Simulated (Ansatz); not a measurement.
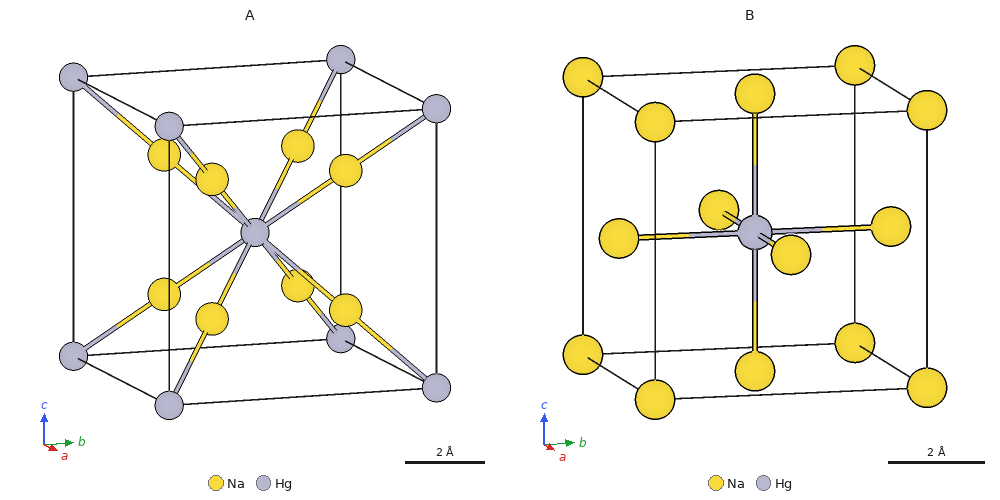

Two structures of Na₄Hg, each relaxed to rest (conventional cells in solid outline, small ones repeated, not to one scale). Method: DFT PBE, scalar-relativistic, plane waves, PAW (Ansatz 0.2.0), without spin polarisation.

Which two forms are compared?

A: 10 atoms a cell on a body-centred cubic lattice, Im-3m. B: 5 atoms a cell on a primitive cubic lattice, Pm-3m.

Which polymorph does the calculation favour, and by how much?

A is lower, by 31 meV/atom at this level of theory (energies at zero smearing). Volumes: A 37.7, B 40.5 Å³/atom.

One or both may be structure types tried for this composition rather than known phases.
